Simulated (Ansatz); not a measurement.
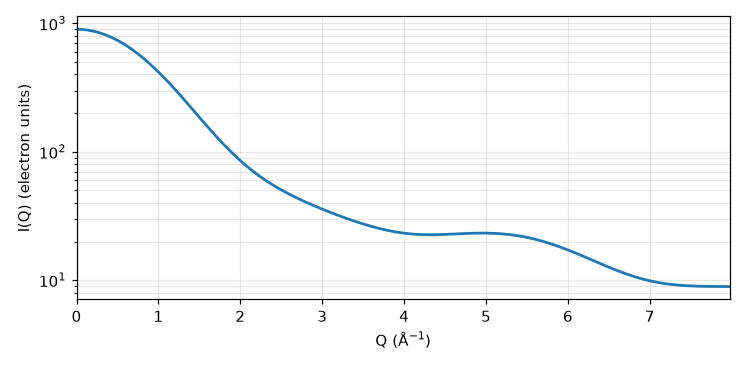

Elastic X-ray scattering of a randomly oriented, rigid molecule, calculated with the Debye equation from neutral-atom form factors (independent atoms, no Compton part, no vibration). The geometry is the end point of an optimisation (RKS PBE0-D4/def2-SVP in Ansatz); it may be a saddle point or a higher isomer. It contains B, C, O, H.

### How many electrons does the independent-atom model of the molecule hold?

I(0) is the square of the electron number: I(0) = 900, so about 30 electrons, the count of C2H5BO.

### What radius of gyration does the initial fall-off give?

From I(Q) ≈ I(0) exp(−Q²R²/3) at small Q, R ≈ 1.55 Å. It is larger than the electron-weighted radius of the nuclear positions alone (1.34 Å), because each atom's electron cloud adds to it.
